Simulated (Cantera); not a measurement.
Input: 1 mol AlCl3, 0.81 mol N2, 19 mol H2, at 650 K.

These are equilibrium values from Cantera (NASA tables, ideal gas, pure condensed phases), not measurements of a reactor. Candidate condensed phases: Al, AlCl3, AlN, NH4Cl; 20 gas species. Equilibrium is a limit: real reactors are often held back by kinetics, nucleation or transport.

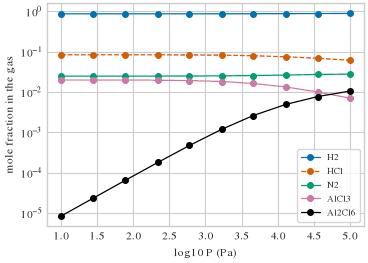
Figure: Equilibrium gas composition (values under 1e-9 drawn at 1e-9)

Q: Read off the mole fractions at 77.0 Pa.

A: H2 about 0.87, HCl about 0.084, N2 about 0.025, AlCl3 about 0.020, Al2Cl6 about 6.5e-5.
